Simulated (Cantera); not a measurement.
Feed: 1 mol MgO, 3.7 mol F2, 46 mol H2, at 1475 K.

Equilibrium computed with Cantera from the NASA thermochemical tables; the gas is ideal and each condensed phase is pure. Candidate condensed phases: H2O, Mg, MgF2, MgO, Mg(OH)2; 31 gas species. Mutual solubility and eutectic melting of coexisting phases are not modelled. Kinetics and transport are ignored.

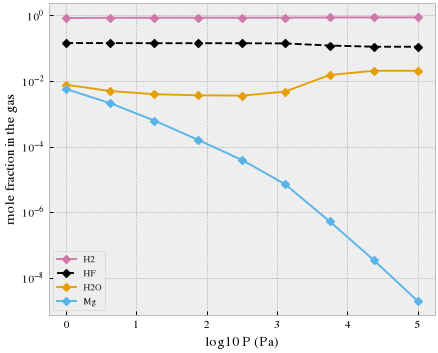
Figure. Equilibrium gas composition (values under 1e-9 drawn at 1e-9)

From 1.00 Pa to 3.20 mbar the condensed part is MgO(s). From 13.0 mbar to 56.0 mbar the condensed part is MgF2(s) + MgO(s). From 0.240 bar to 1.00 bar the condensed part is MgF2(s). The main Mg-bearing gas is Mg at 1.00 Pa and MgF2 at 1.00 bar. The share of Mg in condensed phases is highest at 1.00 bar (99.8 %) and lowest at 1.00 Pa (61.6 %).
